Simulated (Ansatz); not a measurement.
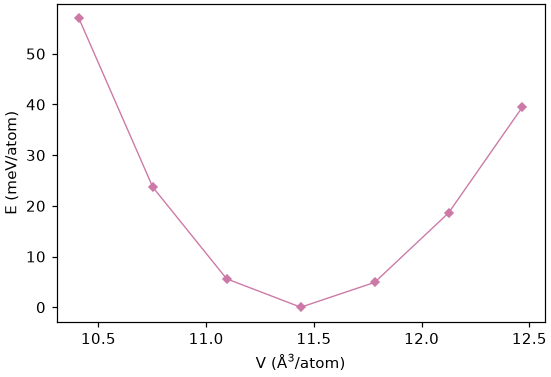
Cu (fcc (Cu type), Fm-3m) under volume change, the program Ansatz at the r²SCAN level (PAW), scaled uniformly.

### Question
What does a third-order Birch–Murnaghan fit give for V₀, B₀ and B′?

### Answer
V₀ = 11.44 Å³/atom, B₀ = 163 GPa, B′ = 5.1.

The cell was relaxed with r²SCAN under the symmetry of its start. No spin polarisation was allowed.

Potentials: the later of the program's two PAW sets.
